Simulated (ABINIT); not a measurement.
# A GW chain in ABINIT: CsPbI2Br (P4/mmm), part 3 of 3

How does a plane-wave GW calculation on CsPbI2Br (P4/mmm) run from the first input to the gap?

ABINIT 10.8.3; PBE and many-body steps on it, plane waves. Known limits of the many-body steps: not at the basis limit; no spin-orbit coupling; coarse k mesh.

So far. Step 4 (Empty states on the mesh, 2×2×2 mesh, 162 bands): On this mesh the gap is 1.485 eV. Step 5 (Screening, 2×2×2 mesh, 148 bands, screening to 87.1 eV): Local fields lower ε∞ by 12 %. On a Γ-centred mesh this coarse the value itself is usually too large, while a short band sum pulls it down.

## Step 6: Self-energy, 2×2×2 mesh, 148 bands, screening to 87.1 eV

The self-energy is evaluated for the states that the input lists, and the levels follow from it, in one-shot runs by the linearised quasiparticle equation.

This step: G0W0 on PBE, plane waves, norm-conserving pseudopotentials.

run.abi reads:

```
acell 3*1.0 Angstrom
rprim 
  6.375296000000 0.000000000000 0.000000000000
  0.000000000000 6.375296000000 0.000000000000
  0.000000000000 0.000000000000 5.962220000000
ntypat 4
znucl 55 82 53 35
natom 5
typat 1 2 3 3 4
xred 
  0.500000000000 0.500000000000 0.500000000000
  0.000000000000 0.000000000000 0.000000000000
  0.000000000000 0.500000000000 0.000000000000
  0.500000000000 0.000000000000 0.000000000000
  0.000000000000 0.000000000000 0.500000000000
pp_dirpath "pseudos"
pseudos "Cs.upf, Pb.upf, I.upf, Br.upf"
ecut 34
ngkpt 2 2 2
nshiftk 1
shiftk 0 0 0
kptopt 1
chksymbreak 0
istwfk *1
occopt 1
irdwfk 1
optdriver 4
nband 148
gwcalctyp 0
ecutsigx 34
symsigma 1
nkptgw 2
kptgw 
  0.5000000000 0.5000000000 0.5000000000
  0.0000000000 0.0000000000 0.0000000000
bdgw 
  48 51
  48 51
ecuteps 3.2
irdscr 1
ppmodel 1
indata_prefix "in"
outdata_prefix "out"
tmpdata_prefix "tmp"
```

Run with:

```
$ OMP_NUM_THREADS=1 mpirun -n 4 abinit run.abi > log
```

Numbers of over 12 decimals in the logs are rounded to 6 here.

Output:

```text
.Version 10.8.3 of ABINIT. v10.8.2 released Aug 2026.

 Symmetries : space group P4/m m m (#123); Bravais tP (primitive tetrag.)
[... echo of the input left out ...]
== DATASET  1 ==================================================================
-   mpi_nproc: 4, omp_nthreads: 1 (-1 if OMP is not activated)

--- !DatasetInfo
iteration_state: {dtset: 1, }
dimensions: {natom: 5, nkpt: 6, mband: 148, nsppol: 1, nspinor: 1, nspden: 1, mpw: 15544, }
cutoff_energies: {ecut:  34.0, pawecutdg:  -1.0, }
electrons: {nelect:   9.80000000E+01, charge:   0.00000000E+00, occopt:   1.00000000E+00, tsmear:   1.00000000E-02, }

 SIGMA: Calculation of the GW corrections

 Based on a program developped by R.W. Godby, V. Olevano, G. Onida, and L. Reining.
 Incorporated in ABINIT by V. Olevano, G.-M. Rignanese, and M. Torrent.
.Using double precision arithmetic ; gwpc =  8

[... cell and pseudopotentials left out ...]
--------------------------------------------------------------------------------

 ==== K-mesh for the wavefunctions ====
 Number of points in the irreducible wedge :     6
[... list of points left out ...]
 Together with 16 symmetry operations and time-reversal symmetry
 yields     8 points in the full Brillouin Zone.

 ==== Q-mesh for screening function ====
 Number of points in the irreducible wedge :     6
[... list of points left out ...]
 Together with 16 symmetry operations and time-reversal symmetry
 yields     8 points in the full Brillouin Zone.

 vcoul_init : cutoff-mode = AUXILIARY_FUNCTION
 q-points for optical limit:   1
     1)      0.000010    0.000020    0.000030
 setmesh: FFT mesh size selected  =    64x   64x   60
          total number of points  =       245760

 Number of electrons calculated from density =   98.0000; Expected =   98.0000
 average of density, n =  0.059927
 r_s =    1.5852
 omega_plasma =   23.6138 [eV]

 === KS Band Gaps ===
  >>>> For spin  1
   Minimum direct gap =   1.4850 [eV], located at k-point      :   0.5000  0.5000  0.5000
   Fundamental gap    =   1.4850 [eV], Top of valence bands at :   0.5000  0.5000  0.5000
                                       Bottom of conduction at :   0.5000  0.5000  0.5000
 SIGMA fundamental parameters:
 PLASMON POLE MODEL  1
 number of plane-waves for SigmaX                15485
 number of plane-waves for SigmaC and W            461
 number of plane-waves for wavefunctions         15485
 number of bands                                   148
 number of independent spin polarizations            1
 number of spinorial components                      1
 number of k-points in IBZ                           6
 number of q-points in IBZ                           6
 number of symmetry operations                      16
 number of k-points in BZ                            8
 number of q-points in BZ                            8
 number of frequencies for dSigma/dE                 9
 frequency step for dSigma/dE [eV]                0.25
 number of omega for Sigma on real axis              0
 max omega for Sigma on real axis  [eV]           0.00
 zcut for avoiding poles [eV]                     0.10

 EPSILON^-1 parameters (SCR file):
 dimension of the eps^-1 matrix on file            461
 dimension of the eps^-1 matrix used               461
 number of plane-waves for wavefunctions         15485
 number of bands                                   148
 number of q-points in IBZ                           6
 number of frequencies                               2
 number of real frequencies                          1
 number of imag frequencies                          1

 matrix elements of self-energy operator (all in [eV])

 Perturbative Calculation

--- !SelfEnergy_ee
iteration_state: {dtset: 1, }
kpoint     : [   0.500,    0.500,    0.500, ]
spin       : 1
KS_gap     :    1.485
QP_gap     :    2.523
Delta_QP_KS:    1.038
data: !SigmaeeData |
     Band     E0 <VxcDFT>   SigX SigC(E0)      Z dSigC/dE  Sig(E)    E-E0       E
       48   1.529 -13.323 -16.141   2.421   0.791  -0.264 -13.637  -0.315   1.215
       49   2.392 -14.634 -16.789   1.962   0.801  -0.248 -14.789  -0.154   2.238
       50   3.877 -10.437  -6.670  -2.681   0.813  -0.230  -9.554   0.883   4.761
       51   3.877 -10.437  -6.670  -2.681   0.813  -0.230  -9.554   0.883   4.761

--- !SelfEnergy_ee
iteration_state: {dtset: 1, }
kpoint     : [   0.000,    0.000,    0.000, ]
spin       : 1
KS_gap     :    4.435
QP_gap     :    5.180
Delta_QP_KS:    0.745
data: !SigmaeeData |
     Band     E0 <VxcDFT>   SigX SigC(E0)      Z dSigC/dE  Sig(E)    E-E0       E
       48   1.118 -13.026 -16.044   2.479   0.789  -0.268 -13.451  -0.425   0.693
       49   1.118 -13.026 -16.044   2.479   0.789  -0.268 -13.451  -0.425   0.693
       50   5.553  -6.170  -2.807  -2.982   0.840  -0.190  -5.850   0.320   5.873
       51   6.453  -6.173  -2.737  -2.919   0.839  -0.192  -5.739   0.434   6.887

== END DATASET(S) ==============================================================
================================================================================

 -outvars: echo values of variables after computation  --------
           etotal      0.0000000000E+00
            nband         148
             nkpt           6
          spgroup         123
 [... the other variables as echoed above ...]

 Calculation completed.
```

Elapsed: 26 s, on 4 MPI ranks of Intel Xeon Platinum 8375C at 2.90GHz (Ice Lake), shared host; peak memory 2.3 GiB.

This step gave:

```
G0W0 gap on the points computed              : 2.523 eV
starting gap on the mesh                     : 1.485 eV
k of the valence top                         : 0.5, 0.5, 0.5
k of the conduction bottom                   : 0.5, 0.5, 0.5
Z at the valence top                         : 0.801
Z at the conduction bottom                   : 0.813
least direct G0W0 gap on the computed points : 2.523 eV
```

The gap on the mesh goes from 1.48 eV to 2.52 eV, a correction of +1.04 eV.

Limits: finite bands, cutoff and mesh; no spin-orbit coupling; coarse k mesh. v1 is the top filled band, c1 the lowest empty one. Levels before and after the correction, in eV, zero at the valence-band top of each column:

|  | conduction bottom | valence top |
| --- | --- | --- |
| Kohn-Sham | 1.48 | 0.00 |
| G0W0 | 2.52 | 0.00 |

|  | level | energy (eV) |
| --- | --- | --- |
| Kohn-Sham | (0.5 0.5 0.5) v2 | -0.863 |
| Kohn-Sham | (0.5 0.5 0.5) v1 | 0.000 |
| Kohn-Sham | (0.5 0.5 0.5) c1-c2 | 1.485 |
| G0W0 | (0.5 0.5 0.5) v2 | -1.023 |
| G0W0 | (0.5 0.5 0.5) v1 | 0.000 |
| G0W0 | (0.5 0.5 0.5) c1-c2 | 2.523 |

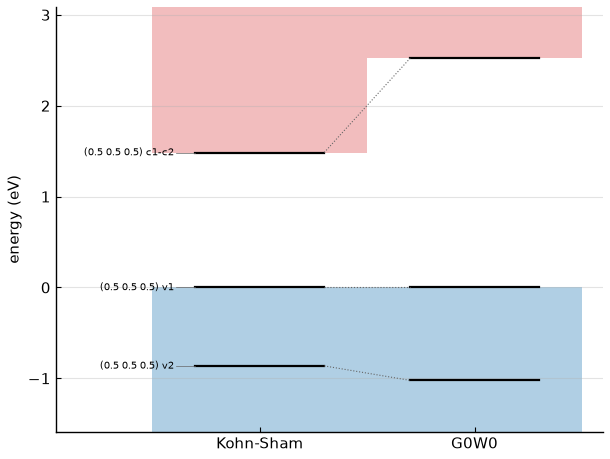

Levels before and after the correction. Shaded: valence and conduction bands.

## Step 7: Where the time went

Times are wall times on 4 MPI ranks of Intel Xeon Platinum 8375C at 2.90GHz (Ice Lake), shared host, good to a factor of about two.

| step | time | share | memory (GiB) |
| --- | --- | --- | --- |
| ground state | 5.4 min | 27 % | 0.75 |
| bands along the symmetry lines | 4.7 min | 24 % | 0.81 |
| empty states on the mesh | 5.7 min | 29 % | 0.64 |
| screening | 3.4 min | 17 % | 3.6 |
| self-energy | 26 s | 2 % | 2.3 |

## Step 8: Summary of results

| Quantity | Value |
| --- | --- |
| PBE gap | 1.48 eV, direct |
| G0W0 gap on the mesh | 2.52 eV |
| GW settings | 2×2×2 mesh, 148 bands, screening to 87.1 eV, Godby-Needs plasmon pole |
| known limits | not at the basis limit; no spin-orbit coupling; coarse k mesh |

What this shows: G0W0 moves the gap on the mesh from 1.48 eV to 2.52 eV (+1.04 eV), with Z of 0.80 and 0.81 at the edges. Local fields lower the RPA ε∞ on this mesh from 11.16 to 9.80; a Γ-centred mesh this coarse tends to raise both, most where the direct gap is narrow, while a short band sum lowers them. Only 2 of the mesh's irreducible points were corrected, so a valley elsewhere could overtake. Bands and cutoff are finite, so the gap is not at the basis limit. The miss can reach some tenths of an eV and take either sign; the mesh is an error of its own. In the G0W0 run levels were corrected at 2 k points alone, so a gap called «on the mesh» is the least over those, and an edge elsewhere would be missed. The 2×2×2 mesh is coarse for this cell, which bears on the long-range parts of exchange and screening. Where an edge is built on 6p states of lead, bismuth or thallium, scalar-relativistic gaps usually stand too wide, by a few tenths to over one eV. The many-body steps are scalar-relativistic: spin-orbit coupling is not in them.

[Paths, hosts, dates, memory and timing lines, banners, echoed tables and standing remarks are left out of the program output.]

[Logs are printed without paths, hosts, clocks, repeated set-up lines and the standing remarks that a program may print on its own settings, such as how far it seeks lower states.]

[Runs of the session that timed out or met a known fault of the program may be left out.]

[Hosts, paths, dates, database ids (printed as entryN), source tags and the programs' standing remarks are cut or masked in the printed files.]

[G0W0 gaps are taken among the corrected bands and points alone; a level outside them can change the order at an edge.]

[Where Ansatz stands beside ABINIT at settings called matched, ABINIT's density can come from a denser mesh and the files from another edition; pairs whose starting gaps differed by over 0.03 eV were left out, so agreement reads better than it is.]
